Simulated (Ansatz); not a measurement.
The structure below was relaxed with DFT with r2SCAN, PAW potentials and a 500 eV plane-wave cutoff in Ansatz (a quantum-chemistry and plane-wave program), without spin-orbit coupling.

```
SiGe
1.0
    3.91194     0.00000     0.00000
   -1.95597     3.38784     0.00000
    0.00000     0.00000    12.85316
Si Ge
4 4
Cartesian
  0.00000   0.00000   0.00476
  0.00000   0.00000   6.43134
  0.00000   2.25856   3.20739
  1.95597   1.12928   9.63397
  0.00000   0.00000   2.40051
  0.00000   0.00000   8.82709
  0.00000   2.25856   5.62576
  1.95597   1.12928  12.05234
```

Task: Find the space group and the Wyckoff positions.

Result: Space group P6₃mc (No. 186); a = 3.9119 Å, b = 3.9119 Å, c = 12.8532 Å, α = 90.00°, β = 90.00°, γ = 120.00°

```csv
atom,site,symmetry,x,y,z
Si,2a,3m.,0.0000,0.0000,0.0004
Si,2b,3m.,0.3333,0.6667,0.2495
Ge,2a,3m.,0.0000,0.0000,0.1868
Ge,2b,3m.,0.3333,0.6667,0.4377
```

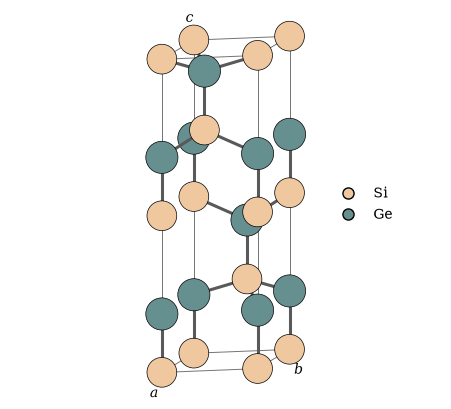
*The conventional cell*

Whether these cells are dynamically stable was not tested. The cell was made from SiC by this change: C → Ge; the result is a model cell, its experimental status unchecked.
